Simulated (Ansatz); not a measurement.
**Cl$_{2}$FH$_{3}$W: density, localisation and related maps**

```xyz
7

W    -0.1423    0.0480    0.0791
F    -0.0375    0.4637    1.8736
H     1.5655   -0.1003    0.0761
H     1.0755    1.2333   -0.0028
Cl   -2.4240   -0.5091    0.3064
H     0.4228   -1.5250    0.0887
Cl   -0.1905    0.3895   -2.1517
```

Core potentials replace the inner electrons of W.

Theory: Ansatz 0.2.0, RKS B3LYP-D4/def2-SVP.

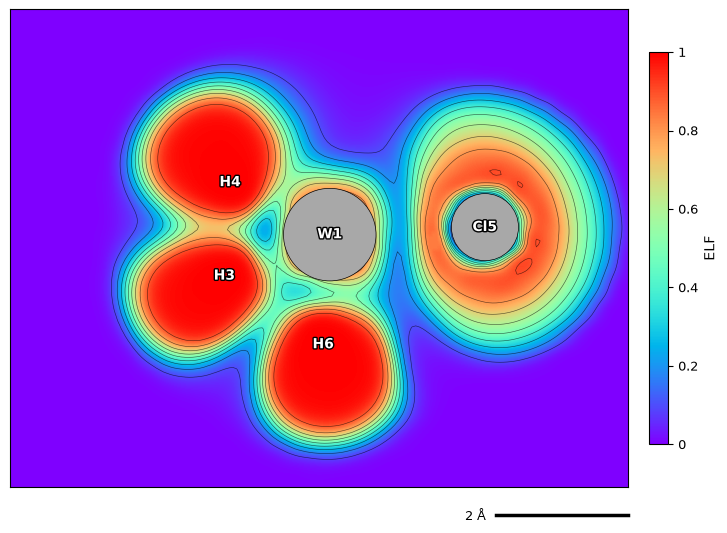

Figure 1. ELF on the plane of atoms H4, W1 and H6. Grey discs cover the atomic cores.

What do the fields say about this system?

Answer. The plane passes through W, H and Cl nuclei. W–H (1.67 Å): the ELF climbs to about 1 towards the hydrogen. W–Cl (2.36 Å): the ELF peaks at about 0.85 in the valence shell of Cl, 0.8 Å from its nucleus, and is about 0.30 at the midpoint.

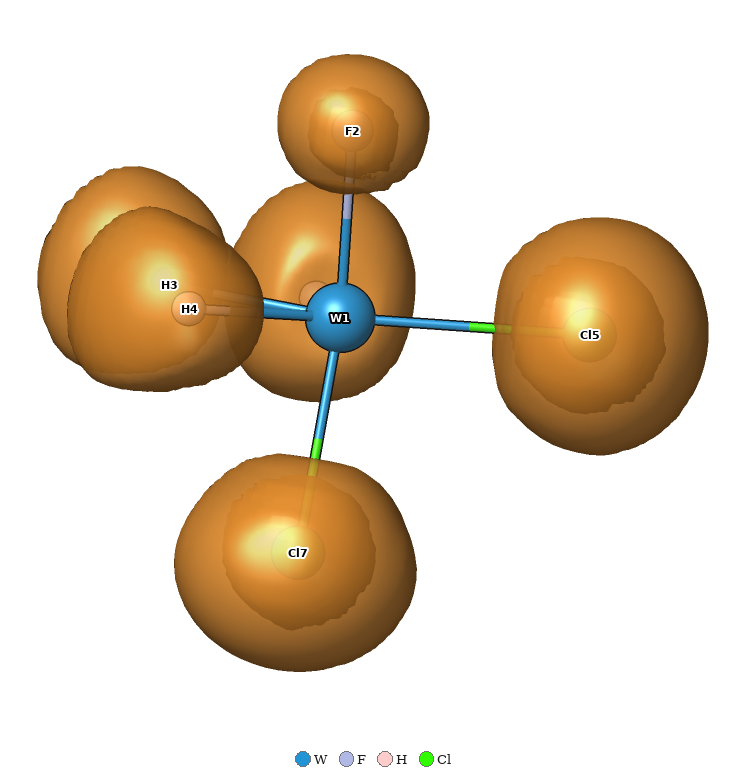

Figure 2. Isosurface of the electron localisation function at 0.8 (orange), seen across its widest extent. Core shells and regions of very low density are left out.

Where are the electrons localised?

Answer. The surface consists of three regions around hydrogen nuclei, two regions wrapped around Cl (the valence shell of each) and one region wrapped around F (its valence shell). Along the contacts the grid gives the following. W–F (1.85 Å): the ELF peaks at about 0.85 in the valence shell of F, 0.5 Å from its nucleus, and drops to about 0.20 between the two atoms. W–Cl (2.26 Å): the ELF peaks at about 0.85 in the valence shell of Cl, 0.8 Å from its nucleus, and is about 0.35 at the midpoint.

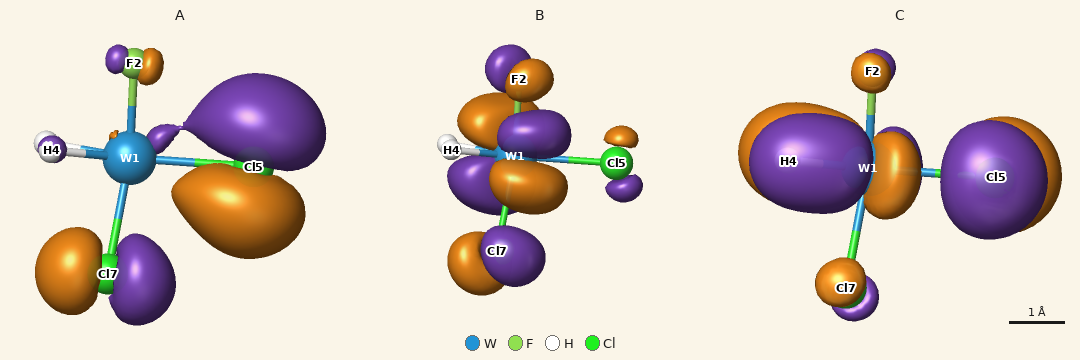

Figure 3. Three frontier orbitals at ±0.1 Å⁻³ᐟ² (orange and purple are the two phases), in no order.

Which picture is the HOMO−1, the HOMO and the LUMO?

Answer. A is the HOMO−1 (−8.81 eV). It lies mainly on Cl5 (about 75 %) and Cl7 (about 15 %); largely a lone pair of Cl5. C is the HOMO (−8.06 eV). By Hirshfeld shares it lies mainly on Cl5 (about 45 %), W1 (about 30 %), H3 (about 10 %) and H4 (about 10 %). B is the LUMO (−4.30 eV). Its weight (Hirshfeld) is mainly on W1 (about 70 %), Cl7 (about 15 %) and F2 (about 10 %).

What is the HOMO–LUMO gap?

Answer. 3.76 eV between the orbital energies.
